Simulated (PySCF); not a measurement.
SMILES c1c(ccc(c1)C(=O)C)[SiH3] at its GFN2-xTB optimised geometry (Å):

```
20

C     -2.6305    -2.6862     0.1022
C     -1.1238    -2.7036     0.0042
O     -0.5069    -3.7441    -0.0645
C     -0.4298    -1.3911     0.0000
C     -1.0958    -0.1665    -0.0050
C     -0.3779     1.0139    -0.0078
C      1.0145     1.0229    -0.0033
Si     1.9979     2.6360     0.0177
C      1.6713    -0.2061     0.0000
C      0.9666    -1.3911     0.0000
H     -3.0543    -2.1859    -0.7661
H     -2.9978    -3.7086     0.1394
H     -2.9437    -2.1561     0.9988
H     -2.1743    -0.1256    -0.0111
H     -0.9110     1.9545    -0.0142
H      1.0888     3.7441    -0.2782
H      3.0543     2.5572    -0.9927
H      2.5899     2.8090     1.3466
H      2.7520    -0.2288     0.0013
H      1.4765    -2.3434     0.0014
```

Calculation: PBE/def2-SVP (PySCF). Cells within 0.4 Å of a nucleus heavier than hydrogen are left out (blank, or x).

Map of the electrostatic potential (hartree/e), clipped to [-0.08, 0.12] on the plane z = 0.0 Å:

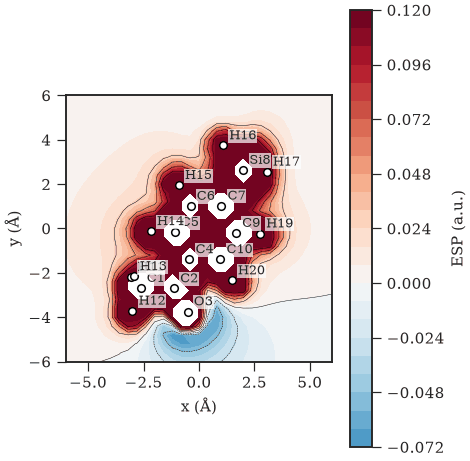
Fig. 1. Electrostatic potential (hartree/e), clipped to [-0.08, 0.12] on the plane z = 0.0 Å.
